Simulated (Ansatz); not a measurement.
# SbP (model cell, started as zinc blende): following an unstable mode, part 3 of 3

Aim: this structure of SbP (model cell, started as zinc blende) is to be tested for unstable modes, and one is followed downhill.

Ansatz 0.2.0; DFT LDA, scalar-relativistic, plane waves, PAW.

So far. Step 4 (The mode frozen in, largest atomic shift 0.6 Å): The run ends at a pressure of -1.89 GPa, with forces up to 0.94 eV/Å. Step 5 (Energy along the mode, all amplitudes (two of the runs …): The lowest of the steps tried is the last one, at 0.6 Å, 52.1 meV/atom below the parent; the bottom of the well need not coincide with a step.

The structure was built from a prototype and need not be the compound's stable phase.

## 7. The new phase in its own primitive cell

The relaxed structure is symmetrised, reduced to its primitive cell and relaxed tightly, as its phonons need.

System of this step: SbP (model cell, started as zinc blende). Symmetry: Amm2, No. 38, orthorhombic system. The conventional cell has a = 3.626 Å, b = 3.638 Å, c = 6.432 Å, α = 90.00°, β = 90.00°, γ = 90.00°. Sb has 6 P at 2.79 to 2.80 Å nearest. P has 6 Sb at 2.79 to 2.80 Å nearest. Farther neighbours are not listed.

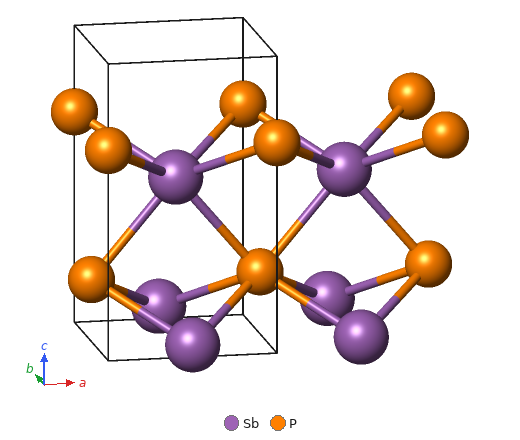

The cell of this step (antimony purple, phosphorus orange). 2×1×1 conventional cells are drawn. Some periodic images of atoms are drawn too.

input.yaml reads:

```yaml
crystal:
  lattice:
    - [3.6263208965, 0.0, 0.0]
    - [0.0, 1.8188195279, 3.216040042]
    - [0.0, -1.8188195279, 3.216040042]
  atoms:
    - { symbol: Sb, position: [0.5, 0.0410571824, 0.0410571824] }
    - { symbol: P, position: [0.0, 0.7089428176, 0.7089428176] }
kpoints:
  mp_grid: { grid: [10, 12, 12] }
hamiltonian:
  xc: lda
scf:
  occupations: { method: methfessel_paxton, width: 0.15 }
output:
  forces: true
  stress: true
  eigenvalues: true
relax:
  adjacent_minimum: "off"
  f_tol: 0.001
  max_steps: 60
  cell: { stress_tol: 0.01 }
```

The run is started by

```
> ansatz run input.yaml --threads 4 --pin off --max-ram 7168MiB --backend cpu --events-out ev --progress --plain --runs-dir out
```

Numbers of over 12 decimals in the logs are rounded to 6 here.

What it wrote:

```text
[...]
Crystal: 2 atoms, lattice volume = 42.424 Å³
Basis set: ecut = 420 eV, 821 PW (Γ)
Bands: 14, of which v1, the nominal top of the filled ones, is band 10 counted from 1 (9 counted from 0)
Symmetry: 4 space group operations
[...]
k-points: 258 of 1440 (time reversal used)
[...]
--- Relaxed structure (5 steps of the walk, 5 accepted, 1 SCFs on fresh bases) ---
[...]
cell:  # Å, volume = 42.5507 Å³
    - [3.616089, -2.6676375166953064e-18, 2.04155948504953e-18]
    - [4.725963013847413e-19, 1.842922, 3.192498]
    - [3.1485598176896663e-18, -1.842922, 3.192498]
  atoms:
    - { symbol: Sb, position: [0.5, 0.041662, 0.041662] }
    - { symbol: P, position: [0, 0.708338, 0.708338] }
[key lines of the parts left out:]
SCF converged after 5 iterations
Free energy (F): -7061.278809 eV
Fermi energy:    10.680924 eV
P = ⅓ Tr σ = 0.0007 GPa (0.007 kbar)
```

The job ended after 21 s (4 threads of Arm Neoverse V2, shared host; peak memory 0.5 GiB; 82 s of CPU time).

The steps of the relaxation:

```
step  energy less that of the first step (eV)  largest force component (eV/Å)  pressure (GPa)  volume (Å³)
   1                                   0.0000                          0.0053            0.10        42.42
   2                                  -0.0012                          0.0126            0.05        42.60
   3                                  -0.0015                          0.0014           -0.19        42.63
   4                                  -0.0016                          0.0001            0.02        42.54
   5                                  -0.0016                          0.0000            0.00        42.55
  6*                                  -0.0017                          0.0000            0.00        42.55
```

Relaxation steps marked * repeat the geometry before them on a plane-wave basis chosen anew for their cell, so energy and pressure can jump there.

Forces are held to the 4 operations that the run works with; a distortion that breaks them can't arise in this run.

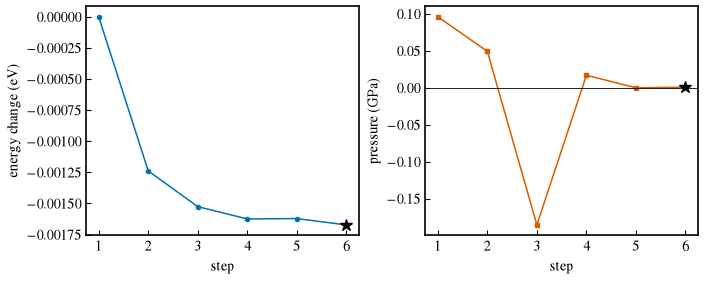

Energy and pressure along the relaxation. Stars mark steps on a basis chosen anew.

```
     cell as run  before  after  change
           a (Å)   3.626  3.616  -0.3 %
           b (Å)   3.695  3.686  -0.2 %
           c (Å)   3.695  3.686  -0.2 %
           α (°)   58.98  59.99  +1.7 %
volume (Å³/atom)   21.21  21.28  +0.3 %
```

Final coordinates:

```xyz
2
Lattice="3.6161 0.0000 0.0000 0.0000 1.8429 3.1925 0.0000 -1.8429 3.1925" Properties=species:S:1:pos:R:3 pbc="T T T"
Sb    1.8080    0.0000    0.2660
P     0.0000    0.0000    4.5227
```

This step gave:

| Property | Result |
| --- | --- |
| pressure | 7.30e-4 GPa |
| volume per atom | 21.28 Å³ |

The largest force component left is 0.028 meV/Å and the pressure is 0.001 GPa, within the tolerances set. The cell now holds 21.28 Å³/atom.

## 8. Modes of the new phase, k-mesh 10×12×12

A relaxed structure may still be a saddle point, so its zone-centre modes are computed. No field response is asked, since the mesh shows no gap.

input.yaml, the sections that differ from step 7:

```yaml
crystal:
  lattice:
    - [3.6160890469, 0.0, 0.0]
    - [0.0, 1.8429224645, 3.1924977885]
    - [0.0, -1.8429224645, 3.1924977885]
  atoms:
    - { symbol: Sb, position: [0.5, 0.0416618553, 0.0416618553] }
    - { symbol: P, position: [0.0, 0.7083381447, 0.7083381447] }
output:
  eigenvalues: true
phonons:
  method: dfpt
# kpoints, hamiltonian, scf: as in step 7
# relax: removed
```

What it wrote:

```text
zone centre: on kpoints.mp_grid the ground state, and the responses unless they are solved on pairs of k-points, stand on 258 of the mesh's 1440 k-points, reduced under 4 symmetry operations, with k and −k counted as one. Each operation leaves every solved displacement unchanged or reverses it
[...]
Crystal: 2 atoms, lattice volume = 42.551 Å³
Basis set: ecut = 420 eV, 829 PW (Γ), exchange–correlation on 50×50×50 points (8 copies of the dense FFT grid, shifted against one another)
Bands: 14, of which v1, the nominal top of the filled ones, is band 10 counted from 1 (9 counted from 0)
Symmetry: 4 space group operations
k-points: 258 of 1440 (time reversal used)
[...]
SCF iter   1: F=—  HF=-7061.289667 eV  |F-HF|=—  |Δ(HF+E_count)|=         —  Δρ=8.26e-3  dr2=3.33e-2  ethr=1.77e-3  ⟨swp⟩=5.7  Hψ=21178  notcnv=0
[...]
SCF iter   9: F=-7061.278809 eV  HF=-7061.278809 eV  |F-HF|=3.64e-12  |Δ(HF+E_count)|=  9.09e-12  S|Δr|=    0.00e0  Δρ=6.96e-8  dr2=1.24e-12  ethr=1.00e-12  ⟨swp⟩=6.0  Hψ=14464  notcnv=0
SCF 1 converged in 9 iterations: F = -7061.278809 eV  dr2 = 1.24e-12
[...]
DFPT response loops at Γ: preconditioner auto → Kerker (q_TF=auto, 2.406 Å⁻¹) (partly filled bands, converged f_vac=0.000); β = 1.00, the filter's whole step (`scf.mixing.beta` (0.50) is not read by the response loops under this deck's `scf.mixing.preconditioner`; to damp them name `kerker` or `kerker_dos`, under which they read `scf.mixing.beta`, and type it under 1.00, their step now; both keys bind the ground state too); Broyden in place of MSR1
SCF converged after 9 iterations
[...]
Free energy (F): -7061.278809 eV
[...]
Internal energy: -7061.279841 eV  (E = F + TS)
E sigma→0 (E₀):  -7061.279067 eV
Entropy (-TS):   0.001031 eV (0.516 meV/atom)
Fermi energy:    10.680924 eV
[...]
--- Band table (eV; the first three rows and the last of 258) ---
  k-point 0: bands = [... 6 lower, 6.1825, 7.3389, 9.2567, 9.2578, 13.0861, 13.0873, 13.8760, 17.6564]
  k-point 1: bands = [... 6 lower, 5.8760, 7.4294, 9.0426, 9.1334, 12.8563, 13.4106, 14.2730, 17.1487]
  k-point 2: bands = [... 6 lower, 5.0249, 7.6966, 8.5727, 8.9667, 12.4063, 14.1807, 15.2352, 16.0658]
  k-point 257: bands = [... 6 lower, 1.7457, 4.7323, 4.8571, 9.7504, 10.6829, 12.8811, 13.1190, 21.1986]
--- Phonons (Γ-DFPT): 6 representative perturbations + reference, on 258 of 1440 k-points (Σ response iterations 16) ---
  k mesh reduced under 4 symmetry operations, with k and −k counted as one. Each operation leaves every solved displacement unchanged or reverses it
  ASR residual: 1.812e-5 → 0.000e0 eV/Å²; symmetrization residual: 9.307e-6 eV/Å²
  ASR residual per site (eV/Å²): 1.81e-5 1.33e-5
  Γ frequencies (cm⁻¹): -130.29 0.00 0.00 0.00 173.61 173.61
  non-analytic LO–TO correction: not included (Born effective charges unavailable; polar crystals: no LO–TO splitting at Γ)
```

Wall time 21 s (4 threads); peak memory 0.72 GiB.

This step gave:

| Property | Result |
| --- | --- |
| sum-rule residual before enforcement | 1.81e-5 eV/Å² |
| point group | mm2 |
| highest optical mode at the zone centre (no LO-TO term) | 173.6 cm⁻¹ |
| lowest optical zone-centre mode | -130.3 cm⁻¹ |

Patterns of degenerate modes are one choice out of their space. The modes at Γ (shares of kinetic energy by element, %) (negative means imaginary):

```
mode  frequency (cm⁻¹)      symmetry  Sb %  P %
   1            -130.3            B1    20   80
   2               0.0      acoustic    80   20
   3               0.0      acoustic    80   20
   4               0.0      acoustic    80   20
   5             173.6  not assigned    20   80
   6             173.6  not assigned    20   80
```

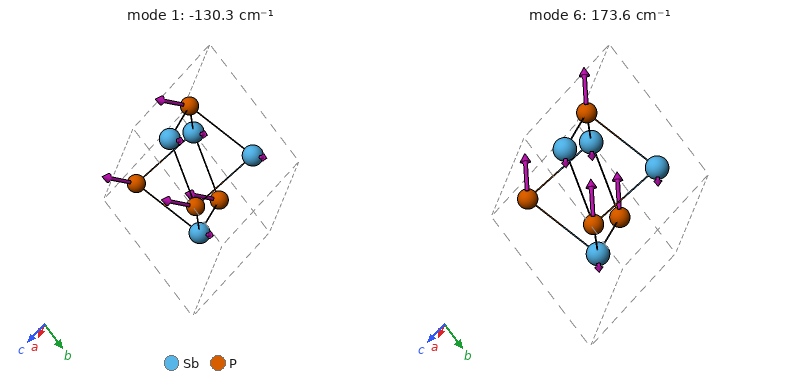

Displacement patterns of modes 1 and 6 at Γ; arrows are exaggerated.

Before it was imposed, the acoustic sum rule was missed by 1.8e-5 eV/Å². Small misses are needed for a sound result but don't prove that mesh and cutoff are converged. The lowest optical mode is imaginary, 130.3i cm⁻¹, so the energy falls along it.

## 9. Outcome

```
unstable mode of the parent                                                      : q = (0, 0.25, 0.25), 67i cm⁻¹
depth at the lowest point sampled                                                : 52.1 meV/atom
largest atomic shift at that point                                               : 0.6 Å
space group reached (within 0.01 Å)                                              : P-6m2
energy gained over the parent (first relaxation, on the mesh of the frozen mode) : 276 meV/atom
volume per atom, phase reached                                                   : 21.3 Å³
lowest optical zone-centre mode, phase reached                                   : -130 cm⁻¹
highest optical mode at the zone centre (no LO-TO term), phase reached           : 174 cm⁻¹
```

**Reading.** From this start the structure relaxes into P-6m2, 276 meV/atom below the parent. At the parent's cell the well is 52.10 meV/atom deep on the steps tried, with its lowest point at a shift of 0.6 Å. That is the last step tried, so the steps alone don't bracket the bottom of the well. Relaxing atoms and cell changes the gain by +224.39 meV/atom against the lowest step (energies at zero smearing). Most of the total comes from this relaxation. The frozen pattern makes up only 2 % of the final shifts of the atoms, so other modes or strain give most of the change. The cell went back to the size of the parent's, so the frozen mode vanished in the relaxation, and the gain comes from strain and zone-centre shifts. The new phase still has an imaginary mode at the zone centre of its cell, so it is a saddle point on the way to a lower structure. Of the 3 patterns followed to their end from this parent, this one ends 99.1 meV/atom above the lowest, P6_3/mmc. Each path keeps the symmetry of its pattern, so a lower phase may lie along a pattern not tried. With no gap, or one that is small against the smearing, the frequencies hang on the k mesh and the smearing, most of all near Kohn anomalies. The volume moved by more than a tenth on the k mesh of the start, so the energy gain is rough. Spin-orbit coupling is left out, which can matter for the heavy elements here. A phonon run warned that its eigensolver left some bands unconverged in a pass. The starting cell was built on a prototype and not taken from a measurement, so the phase need not exist.

[Logs are printed without paths, hosts, clocks, repeated set-up lines and the standing remarks that a program may print on its own settings, such as how far it seeks lower states.]

[Hosts, paths, dates, database ids (printed as entryN), source tags and the programs' standing remarks are cut or masked in the printed files.]
